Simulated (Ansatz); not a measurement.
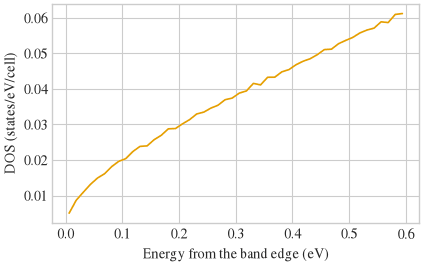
Density of states of CdF₂ (Fm-3m) above the conduction band minimum, PBEsol, rigid bands run with Ansatz (an electronic-structure program); cell volume 39.0 Å³.

Q: What effective density of states at 300 K does this give (∫ g(E) exp(−E/k_BT) dE, both spins, divided by the cell's size)?

A: 6.1e18 cm⁻³, a density-of-states mass of 0.39 mₑ, valleys and band degeneracy included.

Spin-orbit coupling is left out. Geometry: cell and atoms relaxed with PBEsol.

Formula and space group known from diffraction (Crystallography Open Database), not checked to be the room-temperature form: CdF2 (Fm-3m).
